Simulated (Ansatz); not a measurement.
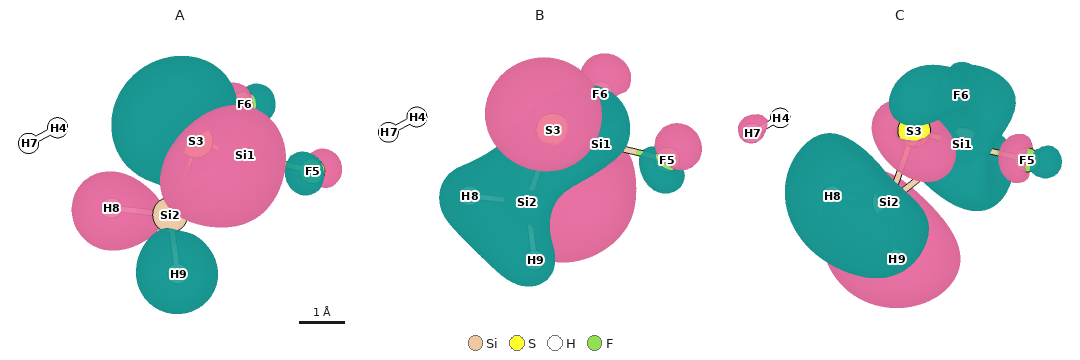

F2H2SSi2···H2. Three frontier orbitals at ±0.06 Å⁻³ᐟ² (teal and pink are the two phases), in no order.

The product side of a reaction path; geometry: PBE0-D4/def2-TZVP; a saddle point, not a minimum.

Level of theory: Ansatz, RKS PBE0-D4/def2-TZVPP.

The calculation's input:

```
crystal:
  periodic: [false, false, false]
  atoms:
    - {symbol: Si, position_ang: [-1.330078, 0.038702, 1.273011]}
    - {symbol: Si, position_ang: [0.044290, -1.013767, -0.120160]}
    - {symbol: S, position_ang: [-0.828880, 0.962064, -0.540913]}
    - {symbol: H, position_ang: [2.067322, 1.479284, -1.695520]}
    - {symbol: F, position_ang: [-2.852661, -0.326186, 1.500061]}
    - {symbol: F, position_ang: [-0.885703, 0.772120, 2.602581]}
    - {symbol: H, position_ang: [2.670376, 1.172247, -2.011560]}
    - {symbol: H, position_ang: [1.516787, -1.003238, 0.037804]}
    - {symbol: H, position_ang: [-0.401354, -2.081228, -1.045303]}
basis:
  gaussian: {orbitals: def2-TZVPP}
hamiltonian: {xc: pbe0, dispersion: d4}
output: {orbitals: {seedname: orbitals}}
```

Run with:

```sh
ansatz run in.yaml --threads 4 --pin off --events-out ev --progress --plain --max-ram 9574MiB
```

Order the three orbitals by energy and name them.

A is the HOMO−1 (−8.17 eV). By Hirshfeld shares it lies mainly on S3 (about 70 %); largely a lone pair of S3. B is the HOMO (−7.72 eV). Its weight (Hirshfeld) is mainly on S3 (about 30 %), Si2 (about 30 %) and Si1 (about 25 %). C is the LUMO (−0.99 eV). Its weight (Hirshfeld) is mainly on Si2 (about 50 %), Si1 (about 20 %) and S3 (about 15 %).

What is the HOMO–LUMO gap?

6.73 eV between the orbital energies.
